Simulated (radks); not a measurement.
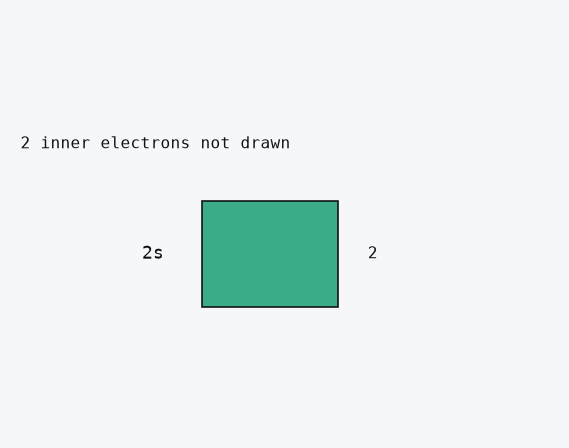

*The outer shells as the input fills them: a box for each of the 2l + 1 orbitals, shaded by the share of the shell that is filled, with the electron count at the right.*

Run report: C²⁺, atomic calculation

System: the C²⁺ ion in the configuration [He] 2s2.
Method: scalar-relativistic Kohn-Sham, LDA (Slater exchange, Perdew-Wang correlation), spin-unpolarised, spherical densities, point nucleus (the in-house radial solver radks).

The input:
```
Z 6
configuration [He] 2s2
relativity scalar-relativistic
functional lda,pw
spin unpolarised
nucleus point
c 137.035999084
threshold 0.1
max_iterations 51
```

Energies in input and log are in hartree, lengths in bohr.

Hardware: 1 thread of Arm Neoverse V1, 23 GiB of memory available, shared host.

The run was one of a batch that the task file lists, launched with:
```bash
python <driver script> task.json out
```

Output:
```
1s      1   2.0000         -11.24411826
2s      1   2.0000          -1.47621095
Etot -36.1454379021565
Ekin 35.99710109641852
Encl -80.11629366146752
Eh 11.980922533429691
Exc -4.00716787053719
err 2.1007483363274067e-06
it 8
```

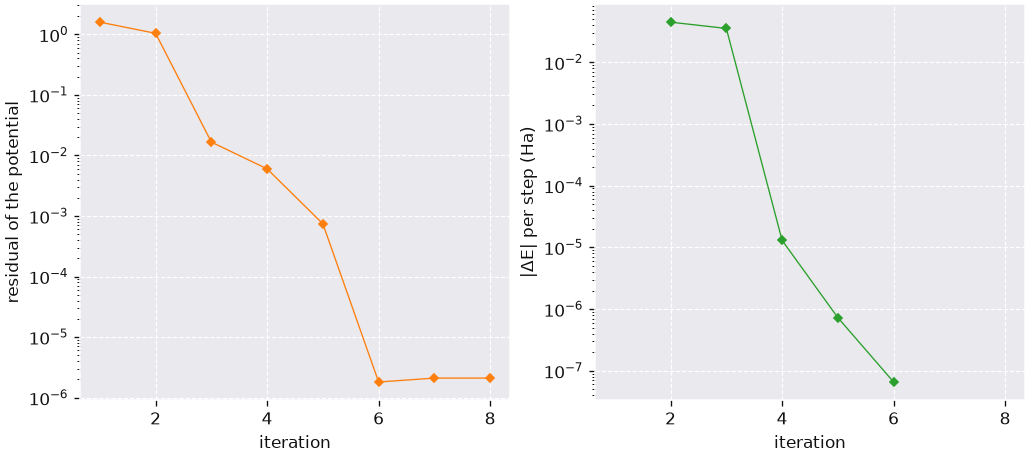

*Convergence: residual of the potential and change of the energy from step to step (the smallest changes aren't drawn) against the iteration.*

The residual falls almost steadily, with no more than small rises or pauses. It goes from 1.6 to 2.1×10⁻⁶ in 8 steps.

Outcome:

- outcome: converged
- total energy: −36.145438 hartree
- kinetic energy: 35.997101 hartree
- electron–nucleus energy: −80.116294 hartree
- Hartree energy: 11.980923 hartree
- exchange–correlation energy: −4.007168 hartree
- radius at density 0.001 e/bohr³: 2.80 bohr
- SCF iterations: 8

What is odd here:

A numerical setting was moved from its usual value: convergence threshold tolx = 0.1. The program ran to the end, and its total energy equals that of the same run with the usual input (−36.14544 hartree) within 10⁻⁵ hartree, so the oddity leaves no trace in it.
